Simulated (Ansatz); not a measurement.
Input of the run:

```
crystal:
  lattice:
    - [3.7341909416, 0.0, 0.0]
    - [-1.8670954708, 3.233904218, 0.0]
    - [0.0, 0.0, 30.0400842064]
  atoms:
    - { symbol: Fe, position: [0.0, 0.0, 0.3006199479] }
    - { symbol: Br, position: [0.3333333333, 0.6666666667, 0.3450613275] }
    - { symbol: I, position: [0.6666666667, 0.3333333333, 0.2531178029] }
  periodic: [true, true, false]
kpoints:
  mp_grid: { grid: [12, 12, 1] }
  band_path:
    path:
      - [0, 0, 0]
      - [0.5, 0, 0]
      - [0.3333333333333, 0.3333333333333, 0]
      - [0, 0, 0]
    npoints: 10
hamiltonian:
  xc: pbe
scf:
  occupations: { method: fermi_dirac, width: 0.02 }
  n_extra_bands: 4
output:
  forces: true
  stress: true
  eigenvalues: true
```

System: a single layer of FeIBr, 3 atoms in the cell, relaxed with r2SCAN.

Method: PBE, Ansatz PAW set, no spin polarisation, no spin-orbit coupling, 12×12×1 k mesh, 420 eV cutoff (Ansatz 0.2.0).

Predict the main features of the band structure. The path is Γ–M–K–Γ.

The material is gapped. The gap along this path is 0.69 eV, from the valence-band top between Γ and M to the conduction-band bottom between K and Γ; the smallest direct gap, at K, is only slightly larger at 0.74 eV. At K the lowest conduction band lies only 0.01 eV higher. At K the top valence band lies only 0.04 eV lower. The top valence band spans 0.3 eV and the lowest conduction band 0.8 eV. The direct gaps are 0.74 eV at K, 1.73 eV at Γ and 1.41 eV at M.

Spin-orbit coupling is left out, which matters for I and Br. LDA, GGA and most meta-GGA functionals understate gaps. The sheet was built from a prototype and needn't be a known or stable phase.

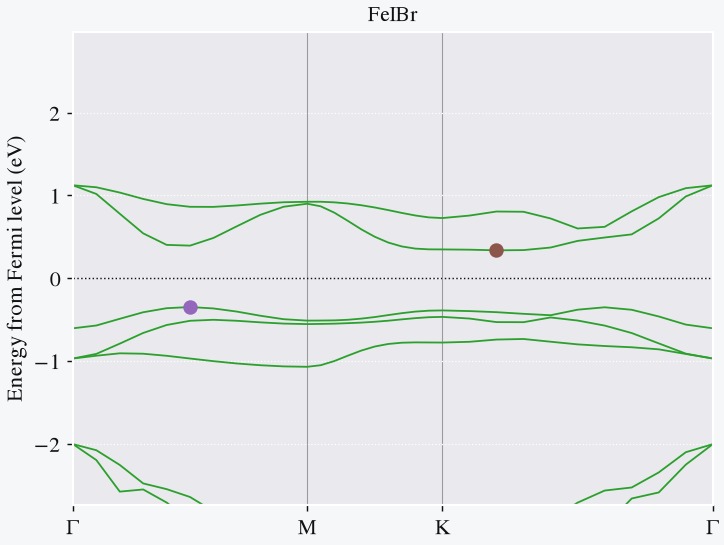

Band structure. Energies are counted from the Fermi level.
